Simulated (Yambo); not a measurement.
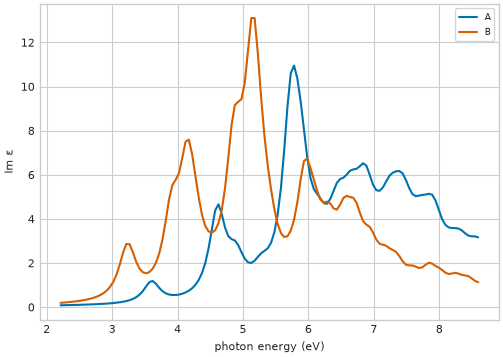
Figure. Two computed absorption spectra of TlCl (rock salt, space group Fm-3m, No. 225) (Yambo, PBEsol bands with the same scissor, field along x)

Q: Which curve includes the electron-hole attraction (BSE)?

A: Curve B: the attraction moves weight to lower energy (centre of the plotted range 5.5 eV against 6.4 eV). Settings: 6×6×6 mesh, 6 valence and 6 conduction bands, static screening with 66 bands and a 4 Ry block, scissor 1.53 eV, Tamm-Dancoff. The scissor comes from a G0W0 run whose convergence isn't established. Broadening 0.15 eV. The band window holds all transitions up to 8.6 eV. On this mesh the peak heights and the fine structure are mesh artefacts; only the shift of weight is robust.

The standard potential for Tl keeps a d shell in the valence without the s and p states of that shell. In tests on such compounds this moved G0W0 gaps by up to about 0.9 eV, so absolute quasiparticle energies here are unreliable; differences between settings are what counts.

Spin-orbit coupling is included.

Geometry of the Materials Project entry, not relaxed at this level; primitive cell a = b = c = 4.5531 Å, α = β = γ = 60.00°.

This is not the ordinary phase of the substance; no match was found in the copy of COD used, and its stability was not checked.
